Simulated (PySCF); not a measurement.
**Xe³⁺: atomic calculation**

- system: Xe³⁺, configuration 1s2 2s2 2p6 3s2 3p6 3d10 4s2 4p6 4d10 5s2 5p3, multiplicity 4.
- method: unrestricted wB97X-V, aug-cc-pVTZ-DK3, spin-free X2C-1e, Gaussian nucleus (PySCF)

Input:
```python
from pyscf import gto, scf, dft, mp, cc
import basis_set_exchange as bse
mol = gto.M(atom="Xe 0 0 0", charge=3, spin=3, symmetry="D2h",
            basis=gto.basis.parse(bse.get_basis("aug-cc-pVTZ-DK3", elements=["Xe"], fmt="nwchem")),
            nucmod="G")
mf = dft.UKS(mol, xc="WB97X_V").sfx2c1e()
mf.irrep_nelec = {'Ag': (9, 9), 'B1g': (2, 2), 'B2g': (2, 2), 'B3g': (2, 2), 'B1u': (4, 3), 'B2u': (4, 3), 'B3u': (4, 3)}
mf.kernel()
```

The script is an equivalent of what the driver set up; the driver started from orbitals of its own, so the log can be shorter than this script's would be, and it computed the properties (radii, ⟨L²⟩, response) afterwards. It held the occupations shell by shell, which the script's counts by irreducible representation don't always enforce.

Hardware: 1 CPU thread, shared host.

The program's output (extracts):
```
damping factor = 0
level_shift factor = 0
DIIS = <class 'pyscf.scf.diis.CDIIS'>
diis_start_cycle = 1
diis_space = 10
diis_damp = 0
SCF conv_tol = 1e-09
SCF conv_tol_grad = None
number electrons alpha = 27  beta = 24
XC functionals = WB97X_V
    N. Mardirossian and M. Head-Gordon.,  Phys. Chem. Chem. Phys. 16, 9904-9924 (2014)
NLC functional = WB97X_V
cycle= 1 E= -7443.53043908503  delta_E= -0.0047  |g|= 0.0106  |ddm|= 0.452
cycle= 2 E= -7443.5304665874  delta_E= -2.75e-05  |g|= 0.00104  |ddm|= 0.0341
cycle= 3 E= -7443.53046702153  delta_E= -4.34e-07  |g|= 9.54e-05  |ddm|= 0.00505
cycle= 4 E= -7443.53046702442  delta_E= -2.89e-09  |g|= 3.25e-05  |ddm|= 0.000382
cycle= 5 E= -7443.53046702459  delta_E= -1.72e-10  |g|= 1.68e-06  |ddm|= 5.65e-05
converged SCF energy = -7443.53046702459  <S^2> = 3.7505281  2S+1 = 4.000264
```

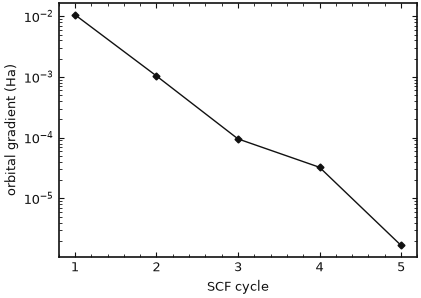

Figure 1. Convergence: orbital gradient against the SCF cycle. The residual falls at every step. It goes from 0.011 to 1.7×10⁻⁶ in 5 steps.

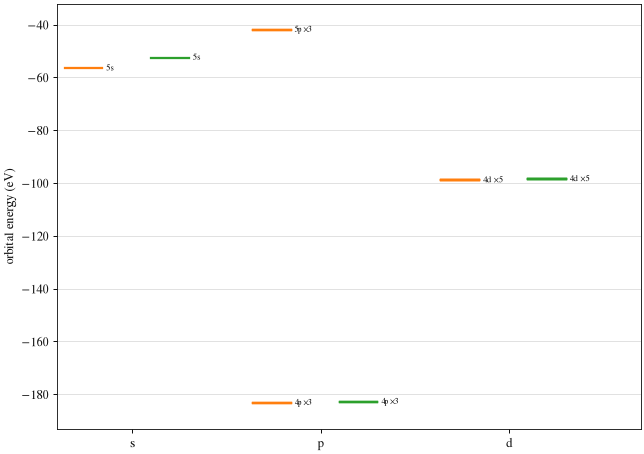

Figure 2. Orbital energies of the mean field, from the top down to −183.2 eV, by angular momentum, α spin at the left of each column and β at the right; ×n counts the orbitals under one label. The highest filled orbital is 5p α at −41.9 eV, the lowest empty one p β at −31.7 eV.

Key numbers:

```
      quantity                    value
       outcome                converged
  total energy       −7443.5305 hartree
          ⟨S²⟩                    3.751
SCF iterations                        5
      CPU time  5.7 s (integrals apart)
```
